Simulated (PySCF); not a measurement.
# [BF4]− (tetrafluoroborate) at 5 levels

Aim: a comparison of 5 runs (HF/STO-3G, HF/def2-SVP, B3LYP/6-31G*, PBE0/def2-SVP, CCSD(T)/6-31+G*) of [BF4]− (tetrafluoroborate). Input form: a Python script.

The results are computed with PySCF 2.14.0.

## (1) The system as given

The species is [BF4]− (5 atoms), meant as a singlet with charge -1. SMILES: `F[B-](F)(F)F`. The shape is that of a PBE0-D4/def2-TZVPD optimisation.

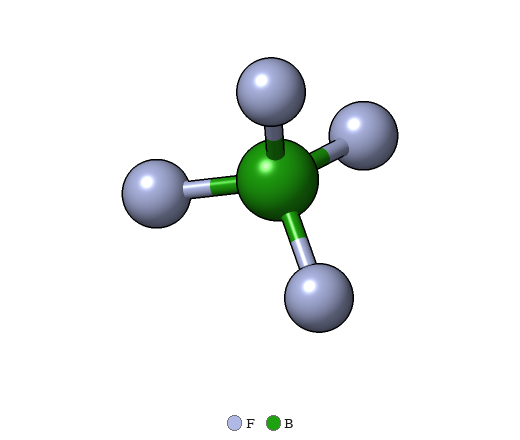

Viewed from a chosen angle; fluorine light blue, boron green.

## (2) Energy and gradient at HF/STO-3G (run 1)

Input file input.py:

```python
import pyscf.grad
from pyscf import gto, scf

molecule = gto.M(
    atom='''
F     -0.107903    -0.075967     2.653175
B      0.000000     0.000000     0.000189
F      1.793161    -1.759335    -0.863983
F     -2.385779    -0.603012    -1.000988
F      0.700521     2.438314    -0.788394
''',
    max_memory=1860,
    spin=0,
    basis='sto-3g',
    unit='bohr',
    verbose=4,
    charge=-1,
)

myscf = scf.RHF(molecule)
myscf.conv_tol = 1e-10
myscf.kernel()
if not myscf.converged:
    myscf = myscf.newton().run(myscf.mo_coeff, myscf.mo_occ)

e_tot = myscf.e_tot
print('E = %.10f Eh' % e_tot)
grad = myscf.Gradients().kernel()
myscf.analyze()
```

Command:

```
$ OMP_NUM_THREADS=1 python input.py
```

Log:

```text
PySCF version 2.14.0

[... 69 lines left out ...]
One-electron Energy =                 -960.960110566304479
[... 5 lines left out ...]
MO #1   energy= -25.515500265626   occ= 2
[... 3 lines left out ...]
MO #5   energy= -7.16557318284866  occ= 2
[... 3 lines left out ...]
MO #9   energy= -1.12473070698312  occ= 2
[... 3 lines left out ...]
MO #13  energy= -0.27550152430982  occ= 2
[... 3 lines left out ...]
MO #17  energy= -0.117956919836234 occ= 2
[... 3 lines left out ...]
MO #21  energy= -0.0991707375521294 occ= 2
[... 3 lines left out ...]
MO #25  energy= 1.0537979172481    occ= 0
[... 34 lines left out ...]
WARN: System has nonzero charge -1; the dipole moment is origin-dependent.
Location of origin: [0. 0. 0.]

Dipole moment(X, Y, Z, Debye):  0.00003, -0.00005,  0.00104
```

It took 0.89 s on 1 thread of Arm Neoverse V2, shared host; peak memory 0.12 GiB.

## (3) Energy and gradient at HF/def2-SVP (run 2)

Input file input.py:

```python
import pyscf.grad
from pyscf import gto, scf

mol = gto.Mole()
mol.atom = '''
F     -0.107903    -0.075967     2.653175
B      0.000000     0.000000     0.000189
F      1.793161    -1.759335    -0.863983
F     -2.385779    -0.603012    -1.000988
F      0.700521     2.438314    -0.788394
'''
mol.verbose = 4
mol.basis = 'def2-svp'
mol.spin = 0
mol.unit = 'bohr'
mol.charge = -1
mol.max_memory = 1860
mol.build()

mf = scf.RHF(mol)
mf.conv_tol = 1e-10
mf.kernel()
if not mf.converged:
    mf = mf.newton().run(mf.mo_coeff, mf.mo_occ)

e_final = mf.e_tot
print('E(%s) = %.9f' % ('HF', e_final))
grad = mf.Gradients().kernel()
dip = mf.dip_moment()
pop, q = mf.mulliken_pop()
```

Command:

```
$ OMP_NUM_THREADS=1 python input.py
```

Log:

```text
PySCF version 2.14.0

[... 57 lines left out ...]
converged SCF energy = -422.394403772467
[... 13 lines left out ...]
WARN: System has nonzero charge -1; the dipole moment is origin-dependent.
[... 2 lines left out ...]
Dipole moment(X, Y, Z, Debye):  0.00005, -0.00010,  0.00144
[... 76 lines left out ...]
charge of    4F =     -0.41746
```

It took 2.2 s on 1 thread of Arm Neoverse V2, shared host; peak memory 0.14 GiB.

Runs 3 to 4 aren't shown in full; the table further down has their settings and results.

## (4) The energy at CCSD(T)/6-31+G(d) (spherical functions) (run 5)

Input file input.py:

```python
from pyscf import gto, scf, cc

mol = gto.M(
    atom=[
    ('F', (-0.057100, -0.040200, 1.404000)),
    ('B', (0.000000, 0.000000, 0.000100)),
    ('F', (0.948900, -0.931000, -0.457200)),
    ('F', (-1.262500, -0.319100, -0.529700)),
    ('F', (0.370700, 1.290300, -0.417200)),
],
    basis='6-31+g*',
    charge=-1,
    verbose=4,
    max_memory=1860,
)

mf = scf.RHF(mol)
mf.conv_tol = 1e-10
mf.kernel()
if not mf.converged:
    mf = mf.newton().run(mf.mo_coeff, mf.mo_occ)

mycc = cc.CCSD(mf, frozen=5)
mycc.kernel()
e_t = mycc.ccsd_t()
etot = mycc.e_tot + e_t
print(f'total energy: {etot:.8f} hartree')
mf.analyze()
```

Command:

```
$ OMP_NUM_THREADS=1 python input.py
```

Log:

```text
PySCF version 2.14.0

[... 86 lines left out ...]
total energy: -423.56795010 hartree
[... 14 lines left out ...]
MO #6   energy= -1.40581910923045  occ= 2
[... 11 lines left out ...]
MO #18  energy= -0.407732427039304 occ= 2
[... 11 lines left out ...]
MO #30  energy= 0.544327619179984  occ= 0
[... 11 lines left out ...]
MO #42  energy= 0.754106398270517  occ= 0
[... 11 lines left out ...]
MO #54  energy= 2.0420051275705    occ= 0
[... 11 lines left out ...]
MO #66  energy= 2.27956433037786   occ= 0
[... 11 lines left out ...]
MO #78  energy= 2.63073207103574   occ= 0
[... 11 lines left out ...]
MO #90  energy= 3.90268488210814   occ= 0
[... 99 lines left out ...]
WARN: System has nonzero charge -1; the dipole moment is origin-dependent.
Location of origin: [0. 0. 0.]

Dipole moment(X, Y, Z, Debye):  0.00006, -0.00012,  0.00149
```

Wall time 75 s (1 thread of Arm Neoverse V2, shared host); peak memory 0.56 GiB.

## (5) The series

| run | level | integration grid | task | energy (Eh) | HOMO energy (eV) | LUMO energy (eV) | HOMO–LUMO gap (eV) | wall time |
| --- | --- | --- | --- | --- | --- | --- | --- | --- |
| 1 | HF/STO-3G | – | gradient | -416.613920 | -2.70 | 28.21 | 30.91 | 0.89 s |
| 2 | HF/def2-SVP | – | gradient | -422.394404 | -10.00 | 12.98 | 22.97 | 2.2 s |
| 3 | B3LYP/6-31G* (spherical functions) | 5 | gradient | -424.493494 | -3.09 | 12.61 | 15.70 | 19 s |
| 4 | PBE0/def2-SVP | 5 | gradient | -423.783625 | -3.97 | 9.84 | 13.81 | 28 s |
| 5 | CCSD(T)/6-31+G* (spherical functions) | – | energy | -423.567950 | -10.39 | 5.93 | 16.32 | 75 s |

## (6) Outcome

| quantity | value |
| --- | --- |
| run 5: total energy | -423.56795 Eh |
| run 5: HOMO energy (Hartree–Fock orbitals) | -10.39 eV |
| run 5: LUMO energy (Hartree–Fock orbitals) | 5.93 eV |
| run 5: HOMO–LUMO gap (to an unbound level, set by the basis) | 16.32 eV |
| run 5: correlation energy (5 core orbitals frozen) | -811.5 mEh |
| run 5: (T) correction | -16.56 mEh |
| run 5: T1 diagnostic | 0.015 |

**Reading.** Over runs 1, 2, 3, 4 the HOMO–LUMO gap runs from 13.81 eV (PBE0/def2-SVP) to 30.91 eV (HF/STO-3G). The two ends differ in method and basis. The empty levels of an anion lie above zero and hang on the basis. Totals of different functionals can't be ranked against each other. In run 1 the basis is minimal, so the values are rough. All runs together took 2.1 min, the longest 75 s.
